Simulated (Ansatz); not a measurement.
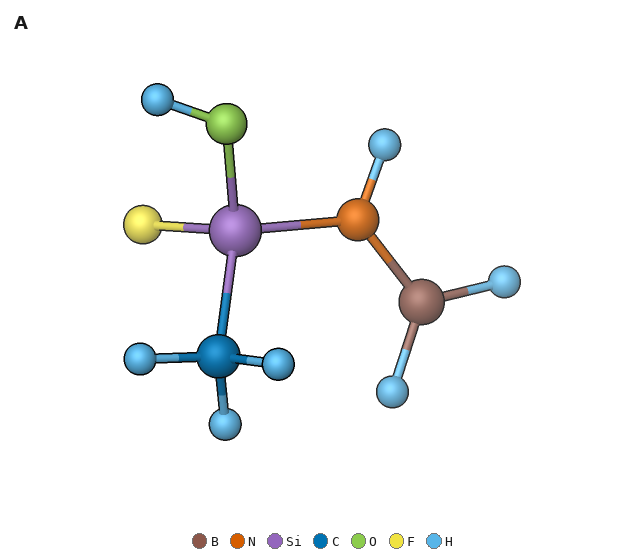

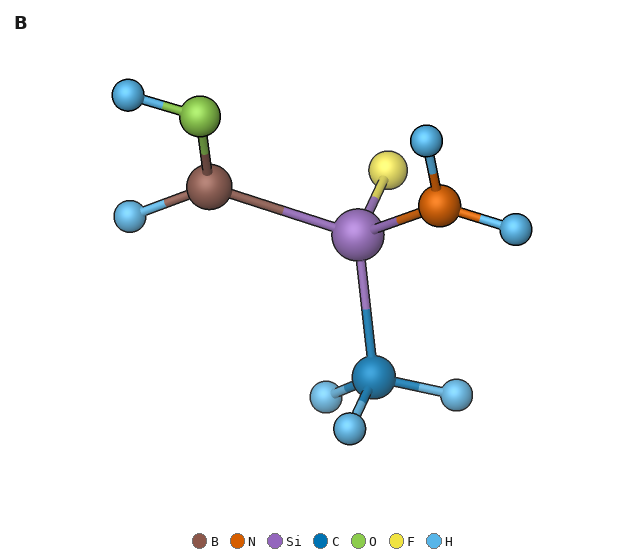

2 stationary structures of one formula. Geometries: PBE0-D4/def2-TZVP. Electronic energies: CCSD(T)/CBS (MP2 limit from def2-TZVPP and def2-QZVPP plus CCSD(T) − MP2) (Ansatz 0.2.0), without zero-point energy. No frequency run is at hand to confirm each as a minimum. Each is one conformer, not always the lowest.

> Are they conformers, stereoisomers or constitutional isomers?

They are constitutional isomers of CH7BFNOSi: A `BN[Si@@](C)(O)F`, B `C[Si@@](N)(F)BO`.

> Rank them by energy, lowest first.

A is lowest; B lies 1.490 eV above it.

Give E(B) − E(A) in eV at these levels too: PBE-D4/def2-TZVPP; r2SCAN-D4/def2-TZVPP; RHF-CCSD(T) (frozen core)/def2-TZVPP; B3LYP-D4/def2-TZVPP; CCSD(T)/CBS (MP2 limit from def2-TZVPP and def2-QZVPP plus CCSD(T) − MP2); ωB97M-V/def2-TZVPP; B2PLYP (frozen core)/def2-TZVPP; PBE0-D4/def2-TZVP.

```json
{"level": "PBE-D4/def2-TZVPP", "E(B) − E(A) (eV)": "+1.288"}
{"level": "r2SCAN-D4/def2-TZVPP", "E(B) − E(A) (eV)": "+1.482"}
{"level": "RHF-CCSD(T) (frozen core)/def2-TZVPP", "E(B) − E(A) (eV)": "+1.493"}
{"level": "B3LYP-D4/def2-TZVPP", "E(B) − E(A) (eV)": "+1.458"}
{"level": "CCSD(T)/CBS (MP2 limit from def2-TZVPP and def2-QZVPP plus CCSD(T) − MP2)", "E(B) − E(A) (eV)": "+1.490"}
{"level": "ωB97M-V/def2-TZVPP", "E(B) − E(A) (eV)": "+1.503"}
{"level": "B2PLYP (frozen core)/def2-TZVPP", "E(B) − E(A) (eV)": "+1.490"}
{"level": "PBE0-D4/def2-TZVP", "E(B) − E(A) (eV)": "+1.394"}
```
